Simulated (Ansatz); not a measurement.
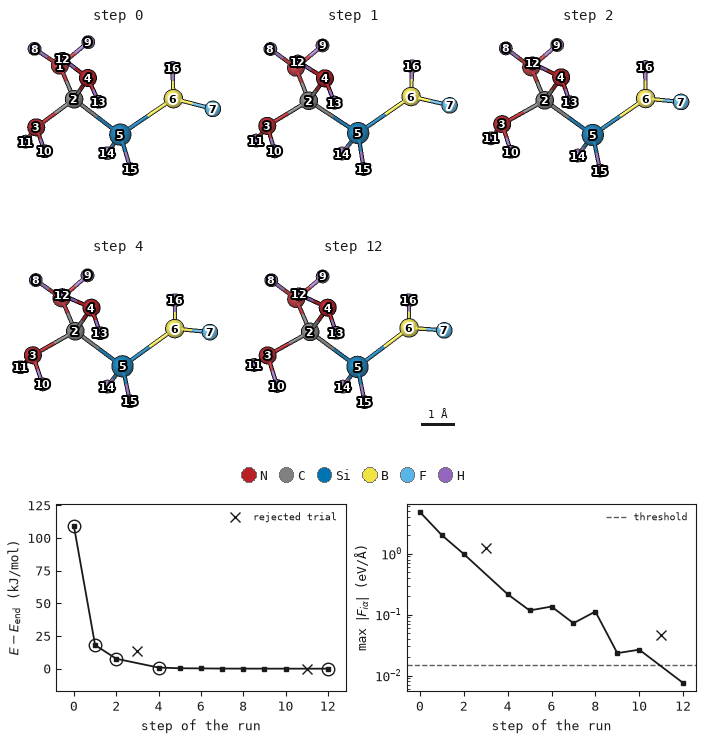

Frames of a relaxation of CH9BFN3Si, marked on the history of the run. Style: ball-and-stick. Shown at a tilt.

The run prepares an end point of a later path (torsion) calculation, from a guessed geometry.

Computed with Ansatz 0.2.0, RKS PBE0-D4/STO-3G. Settings: no spin polarisation; force threshold 0.015 eV/Å; at most 40 steps.

> Describe the path.

The largest move after the best rigid fit is that of F7, 0.32 Å. By element the largest moves are F 0.32 Å, H 0.31 Å, N 0.18 Å, Si 0.08 Å, B 0.07 Å, C 0.06 Å. Some distances before and after: B6–F7 1.430 → 1.310 Å, N1–H9 1.123 → 1.056 Å, C2–N3 1.453 → 1.517 Å, N1–H8 0.995 → 1.058 Å. Bond angles that change, for instance: H12–N4–H13 115.8° → 101.3°, N3–C2–Si5 108.5° → 117.6°, H10–N3–H11 110.6° → 102.6°. The energy falls by 109.1 kJ/mol in 10 accepted moves (12 points after the start). The largest force component goes from 4.8 to 0.0076 eV/Å. The line search rejected the trial steps at points 3, 11 of the run. Cost: 42 s on 1 thread of Intel(R) Xeon(R) 6975P-C (Granite Rapids), on a shared host, peak memory 0.2 GiB. From step 0 to 1: F and H atoms move most (0.15 Å), energy −91.0 kJ/mol. From step 1 to 2: F7 moves most (0.18 Å), energy −10.5 kJ/mol. From step 2 to 4: H atoms move most (0.10 Å), energy −6.75 kJ/mol. From step 4 to 12: H11 moves most (0.09 Å), energy −0.86 kJ/mol.

| step | E − E(0), kJ/mol | largest force component, eV/Å | note |
| --- | --- | --- | --- |
| 0 | 0.00 | 4.8132 |  |
| 1 | -90.97 | 2.0066 |  |
| 2 | -101.45 | 0.9864 |  |
| 3 | -95.32 | 1.2575 | rejected |
| 4 | -108.19 | 0.2159 |  |
| 5 | -108.72 | 0.1170 |  |
| 6 | -108.83 | 0.1355 |  |
| 7 | -108.97 | 0.0723 |  |
| 8 | -109.00 | 0.1122 |  |
| 9 | -109.03 | 0.0233 |  |
| 10 | -109.03 | 0.0266 |  |
| 11 | -109.03 | 0.0455 | rejected |
| 12 | -109.05 | 0.0076 |  |

Limits of the set-up: STO-3G is a minimal basis, so the numbers are rough.
